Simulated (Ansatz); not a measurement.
**BH7Si: density, localisation and related maps**

Input

```
crystal:
  periodic: [false, false, false]
  atoms:
    - { symbol: B, position_ang: [-0.003723, 0.428528, 0.048478] }
    - { symbol: H, position_ang: [-0.072119, 0.773168, 1.182454] }
    - { symbol: H, position_ang: [1.059083, 0.366738, -0.482928] }
    - { symbol: H, position_ang: [-1.003348, 0.273644, -0.578644] }
    - { symbol: Si, position_ang: [0.101093, -2.551521, 1.023926] }
    - { symbol: H, position_ang: [-0.759718, -3.173439, -0.000878] }
    - { symbol: H, position_ang: [1.509075, -2.965315, 0.858951] }
    - { symbol: H, position_ang: [-0.385777, -2.864472, 2.38364] }
    - { symbol: H, position_ang: [0.031136, -1.07713, 0.8948] }
basis:
  gaussian: { orbitals: def2-TZVP }
hamiltonian:
  xc: b3lyp
  dispersion: d4
relax:
  f_tol: 0.03
  max_steps: 50
output:
  orbitals: {}
```

Launched as:

```sh
ansatz run input.yaml --threads 4 --pin off --max-ram 5120MiB --backend cpu --events-out ev --progress --plain --runs-dir out
```

The fields are those of the relaxed geometry.

These are results of RKS B3LYP-D4/def2-TZVP in Ansatz 0.2.0, not measurements.

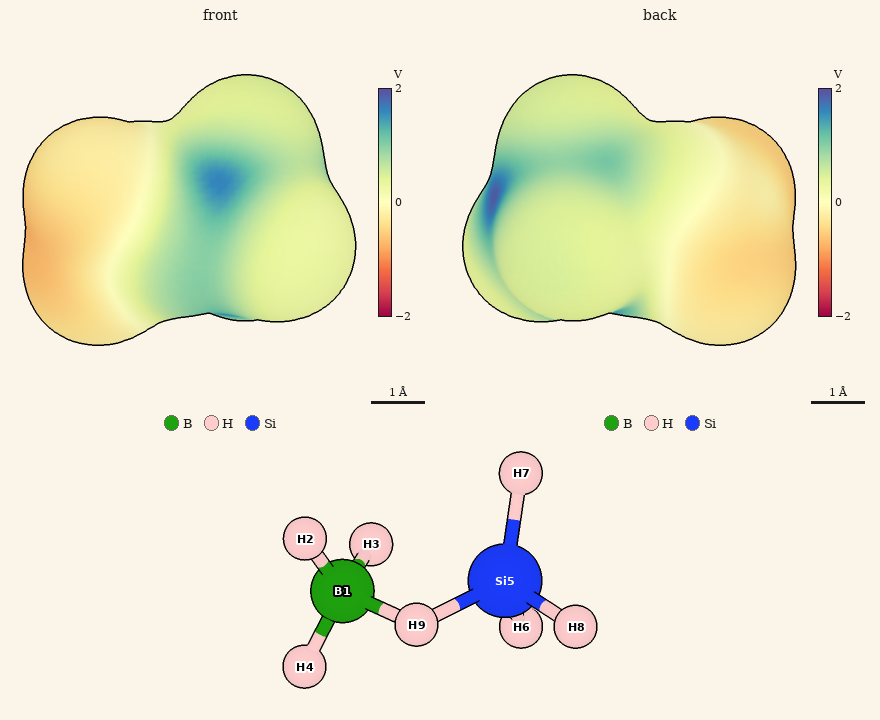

Figure 1. The electrostatic potential painted on the density surface at 0.002 e/bohr³, seen from the front and from behind; red is negative and blue positive. The bare structure is drawn below in the same view.

Question: Where is the surface potential most negative and most positive?

Answer: The most negative region (about −0.7 V) lies over H2, the most positive (about +1.7 V) over Si5.

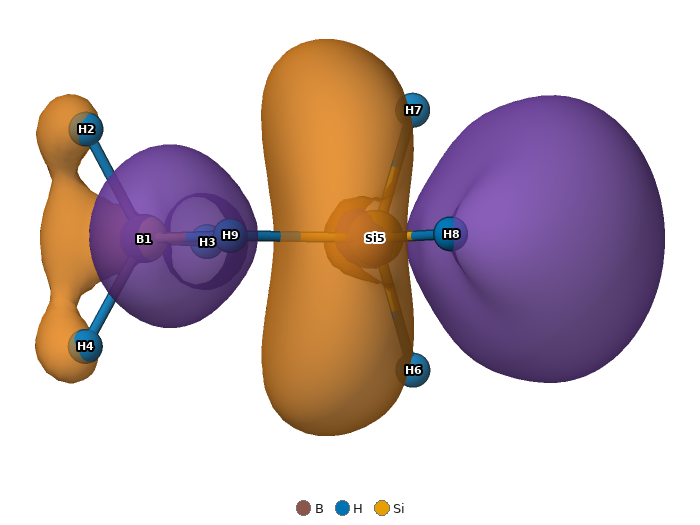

Figure 2. The LUMO at ±0.1 Å⁻³ᐟ² (orange and purple are the two phases), seen across its widest extent.

Question: What is the character of this orbital?

Answer: Its weight (Hirshfeld) is mainly on Si5 (about 50 %), B1 (about 15 %), H8 (about 5 %), H9 (about 5 %), H7 (about 5 %) and H6 (about 5 %). Its energy is −0.40 eV.

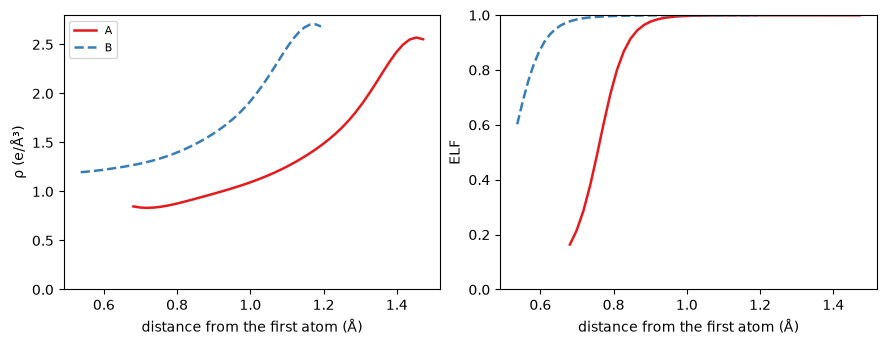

Figure 3. Total electron density and electron localisation function along straight lines between neighbouring atoms. The curves leave out the atomic cores.

Question: Which curve belongs to which contact (B–H and Si–H)? The first atom named is at distance zero.

Answer: Curve A: Si–H (1.47 Å): ρ at the midpoint is about 0.84 e/Å³; the ELF climbs to about 1 towards the hydrogen, as it does in any bond to H. Curve B: B–H (1.19 Å): ρ at the midpoint is about 1.2 e/Å³; the ELF climbs to about 1 towards the hydrogen: an ordinary covalent bond to hydrogen.
